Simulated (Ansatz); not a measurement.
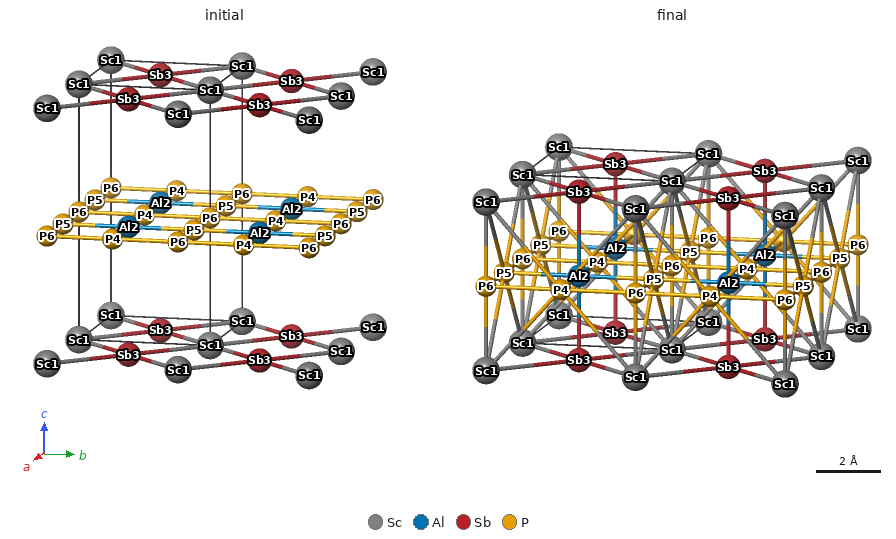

The structure of solid ScAlSbP₃ (a generated structure, set up in P4/mmm) (coarse preliminary run) before (left) and after (right) a relaxation, at one scale.

The picture is a ball-and-stick view of the cell of the calculation, repeated 2 × 2 × 1 with one cell outlined, seen slightly off an axis.

Computed with DFT PBE, scalar-relativistic, plane waves, PAW in Ansatz.

Input file:
```yaml
crystal:
  lattice:
    - [4.2239197, 0.0, 0.0]
    - [0.0, 4.2239197, 0.0]
    - [0.0, 0.0, 8.13486392]
  atoms:
    - { symbol: Sc, position: [0.0, 0.0, 0.0] }
    - { symbol: Al, position: [0.5, 0.5, 0.5] }
    - { symbol: Sb, position: [0.5, 0.5, 0.0] }
    - { symbol: P, position: [0.0, 0.5, 0.5] }
    - { symbol: P, position: [0.5, 0.0, 0.5] }
    - { symbol: P, position: [0.0, 0.0, 0.5] }
basis:
  ecutwfc: 420
kpoints:
  mp_grid: { grid: [4, 4, 2] }
hamiltonian:
  xc: pbe
scf:
  occupations: { method: gaussian, width: 0.1 }
  lower_state_search: "off"
output:
  forces: true
  stress: true
  eigenvalues: true
relax:
  adjacent_minimum: "off"
  f_tol: 0.04
  max_steps: 70
  cell: { stress_tol: 0.4 }
```

Run as
```bash
ansatz run input.yaml --threads 1 --pin off --max-ram 2560MiB --backend cpu --events-out ev --progress --plain --runs-dir out
```

Q: Describe what moved and what it gained.

A: The atoms keep their places relative to the cell (all moves are under 0.005 Å). The volume changes by −14.2 %, with a = b 4.224 → 4.817 Å (+14.1 %), c 8.135 → 5.365 Å (−34.0 %). Near-neighbour distances that change, for instance: Sc1–P6 4.067 → 2.682 Å, Al2–Sb3 4.067 → 2.682 Å, Sc1–P4 4.583 → 3.605 Å, Sc1–Sb3 2.987 → 3.406 Å. New bonds form: Al2–Sb3 (4.07 → 2.68 Å), Sc1–P6 (4.07 → 2.68 Å). The space group stays P4/mmm (No. 123). The energy falls by 576 meV per atom in 11 accepted moves (13 points after the start). All forces vanish by symmetry, so only the cell relaxes. The pressure goes from 15.80 to 0.04 GPa. The SCF was repeated twice at an unchanged geometry on a basis and grid sized afresh for the cell, which shifted the energy by 4.0 meV per atom at most.

Limits of the set-up: the k-point mesh is coarse for a cell with partly filled bands.
